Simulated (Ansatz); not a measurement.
**BH₄ (doublet): wave-function methods side by side at distance H1–H2 along a hydrogen transfer = 1.149 Å, 6-31G**

Aim: climb from Hartree-Fock through coupled cluster and multireference methods for BH₄ (doublet) at one geometry and basis, and see what each rung misses.

Method: 6-31G, core rule «outside noble gas», up to 1 orbitals frozen; program: Ansatz 0.2.0, Gaussian basis.

Plan: UHF; CCSD(T) on ROHF; CCSD(T) on UHF; BCCD(T) on ROHF; CISD; CCSDT(Q) on ROHF; CCSDT(Q) on UHF; CISDTQ; CCSDTQ on ROHF; CCSDTQ on UHF; CASSCF and MRCISD+Q, 3 electrons in 3 orbitals; CASSCF and NEVPT2, 3 electrons in 3 orbitals; CASSCF and MRCISD+Q, 7 electrons in 8 orbitals; CASSCF and MRCISD+Q(relaxed), 7 electrons in 8 orbitals; CASSCF and NEVPT2, 7 electrons in 8 orbitals; Full CI.

5 further runs of the same task are left out: 5 that didn't finish.

### 1 The system

The geometry derives from fragments relaxed apart (PBE0/def2-TZVP) and kept rigid, so it is no stationary point. A hydrogen atom is moved between rigid fragments.

5 atoms, charge 0, spin multiplicity 2.

Atoms are counted from 1 here; the program's logs count them from 0.

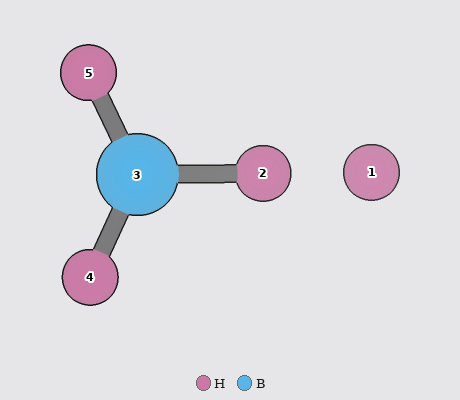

The geometry (hydrogen pink, boron blue); atoms are numbered from 1 in the order of the file.

### 2 UHF

Input file in.yaml:

```yaml
crystal:
  periodic: [false, false, false]
  atoms:
    - {symbol: H, position_ang: [-2.291207, 0.000000, 0.000000]}
    - {symbol: H, position_ang: [-1.142207, 0.000000, 0.000000]}
    - {symbol: B, position_ang: [0.189793, 0.000000, 0.000000]}
    - {symbol: H, position_ang: [0.698866, 0.000000, 1.077008]}
    - {symbol: H, position_ang: [0.698866, 0.000000, -1.077008]}
basis:
  gaussian: {orbitals: 6-31G}
magnetization: {spin_polarized: true, initial_magnetization: 1}
hamiltonian: {xc: hf}
output: {orbitals: {seedname: orbitals}}
```

The run is started by

```console
> ansatz run in.yaml --threads 1 --pin off --events-out ev --progress --plain --max-ram 2393MiB
```

After this run come: CCSD(T) on ROHF; CCSD(T) on UHF; BCCD(T) on ROHF; CISD; CCSDT(Q) on ROHF; CCSDT(Q) on UHF; CISDTQ; CCSDTQ on ROHF; CCSDTQ on UHF; CASSCF and MRCISD+Q, 3 electrons in 3 orbitals; CASSCF and NEVPT2, 3 electrons in 3 orbitals; CASSCF and MRCISD+Q, 7 electrons in 8 orbitals; CASSCF and MRCISD+Q(relaxed), 7 electrons in 8 orbitals; CASSCF and NEVPT2, 7 electrons in 8 orbitals; Full CI.

Q: Predict the results of all the runs planned. Wanted: FCI below the RHF energy; RMP2 from FCI; UMP2 from FCI; RCCSD from FCI; RCCSD(T) from FCI; UCCSD(T) from FCI; RCCSDT(Q) from FCI; UCCSDT(Q) from FCI; NEVPT2 pair from FCI.

The runs gave:

| quantity | value |
| --- | --- |
| FCI below the RHF energy | -2.2764 eV |
| RMP2 from FCI | +13.63 kcal/mol |
| UMP2 from FCI | +13.25 kcal/mol |
| RCCSD from FCI | +0.90 kcal/mol |
| RCCSD(T) from FCI | +0.24 kcal/mol |
| UCCSD(T) from FCI | +0.24 kcal/mol |
| RCCSDT(Q) from FCI | +0.01 kcal/mol |
| UCCSDT(Q) from FCI | 0.00 kcal/mol |
| NEVPT2 pair from FCI | +10.13 kcal/mol |
| NEVPT2 valence from FCI | +4.39 kcal/mol |
| MRCISD+Q valence from FCI | +0.14 kcal/mol |
| levels within 1 kcal/mol (43 meV) | RCCSD, UCCSD, RCCSD(T), UCCSD(T), BCCD(T), RCCSDT, UCCSDT, CISDTQ, RCCSDT(Q), UCCSDT(Q), RCCSDTQ, UCCSDTQ, MRCISD valence, MRCISD+Q valence, MRCISD+Q(relaxed) valence |
| T1 diagnostic | 0.023 |
| effectively unpaired electrons | 1.02 |

What this shows: RCCSD(T) misses by +0.24 kcal/mol, 0.5 % of the correlation energy. One determinant dominates. Of the multireference levels listed MRCISD+Q(relaxed) valence comes nearest in total energy (-0.03 kcal/mol), which doesn't show that its space is the better one. These misses are within one basis, not against nature; the frozen cores of restricted and unrestricted runs differ, which can shift their rows.
